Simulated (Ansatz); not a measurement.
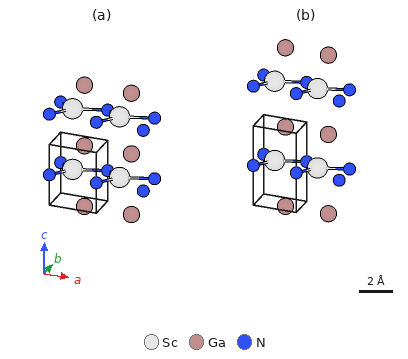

The structure of a crystal of ScGaN (a generated structure, set up in P-6m2) (coarse preliminary run) before (left) and after (right) a relaxation, at one scale.

The picture is a ball-and-stick view of the cell of the calculation, repeated 2 × 1 × 2 with one cell outlined, seen slightly off an axis.

The calculation used DFT PBE, scalar-relativistic, plane waves, PAW in Ansatz 0.2.0. Settings: plane-wave cutoff 420 eV; k-point mesh 6 × 6 × 4; occupations gaussian; smearing width 0.1 eV; no spin polarisation; cell and atoms relaxed; force threshold 0.04 eV/Å; at most 70 steps.

Q: Describe what moved and what it gained.

A: The atoms keep their places relative to the cell (all moves are under 0.005 Å). Cell: a = b 3.852 → 3.521 Å (−8.6 %), c 3.856 → 5.043 Å (+30.8 %). Volume +9.3 %. Among the contacts that change: N–Sc 2.224 → 2.033 Å. The space group stays P-6m2 (No. 187). After 9 accepted moves (11 points after the start) the energy has fallen by 273 meV per atom. All forces vanish by symmetry, so only the cell relaxes. The pressure goes from −6.43 to 0.02 GPa. At 2 points the geometry stayed and the basis and grid were re-selected for the new cell (energy shift of 19.9 meV per atom at most each time).

Limits of the set-up: the k-point mesh is coarse for a cell with partly filled bands.
